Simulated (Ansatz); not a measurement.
Band structure of Nb5Si3 (P6_3/mcm, 16 atoms in the cell).

```yaml
crystal:
  lattice:
    - [7.53600, 0.00000, 0.00000]
    - [-3.76800, 6.52637, 0.00000]
    - [0.00000, 0.00000, 5.24900]
  atoms:
    - { symbol: Nb, position: [0.25000, 0.00000, 0.25000] }
    - { symbol: Nb, position: [0.25000, 0.25000, 0.75000] }
    - { symbol: Nb, position: [0.00000, 0.25000, 0.25000] }
    - { symbol: Nb, position: [0.75000, 0.00000, 0.75000] }
    - { symbol: Nb, position: [0.75000, 0.75000, 0.25000] }
    - { symbol: Nb, position: [0.00000, 0.75000, 0.75000] }
    - { symbol: Si, position: [0.61000, 0.00000, 0.25000] }
    - { symbol: Si, position: [0.61000, 0.61000, 0.75000] }
    - { symbol: Si, position: [0.00000, 0.61000, 0.25000] }
    - { symbol: Si, position: [0.39000, 0.00000, 0.75000] }
    - { symbol: Si, position: [0.39000, 0.39000, 0.25000] }
    - { symbol: Si, position: [0.00000, 0.39000, 0.75000] }
    - { symbol: Nb, position: [0.33333, 0.66667, 0.00000] }
    - { symbol: Nb, position: [0.66667, 0.33333, 0.50000] }
    - { symbol: Nb, position: [0.66667, 0.33333, 0.00000] }
    - { symbol: Nb, position: [0.33333, 0.66667, 0.50000] }
```

Computed with LDA (PW92), default PAW files made with PBE (plane waves; Ansatz, an electronic-structure program).

Settings: basis.ecutwfc = 420 eV; kpoints.mp_grid.grid = 4 4 5; hamiltonian.xc = lda; hamiltonian.pseudopotentials = {kind: paw} (the program's default PAW files); scf.occupations.method = methfessel_paxton; scf.occupations.width = 0.1 eV; kpoints.band_path.npoints = 10.

The starting cell comes from a database of published, mostly measured structures (it also holds non-ambient and calculated ones), without a prior relaxation at this level. Spin polarisation is off.

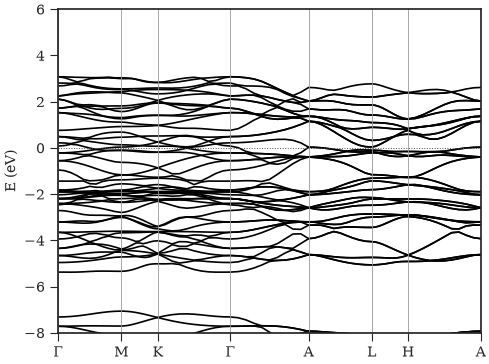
Figure: Bands along the path, energies from the Fermi level.

Levels in eV from the Fermi level, bands 74 to 81:
| point | 74 | 75 | 76 | 77 | 78 | 79 | 80 | 81 |
|---|---|---|---|---|---|---|---|---|
| Γ | -0.55 | -0.22 | -0.22 | 0.08 | 0.22 | 0.49 | 0.49 | 0.76 |
| M | -0.63 | -0.12 | -0.10 | 0.03 | 0.13 | 0.46 | 0.68 | 0.92 |
| K | -0.86 | -0.19 | -0.19 | 0.07 | 0.25 | 0.25 | 0.51 | 0.97 |
| A | -0.40 | -0.39 | -0.39 | 0.03 | 0.03 | 1.15 | 1.15 | 1.15 |
| L | -0.22 | -0.17 | -0.17 | -0.10 | -0.10 | 0.04 | 0.04 | 0.32 |
| H | -0.34 | -0.34 | -0.34 | -0.16 | -0.16 | 0.59 | 0.59 | 0.76 |

Bands cross the Fermi level along this path, so the cell is metallic at this level.

Keys are those of Ansatz 0.2.
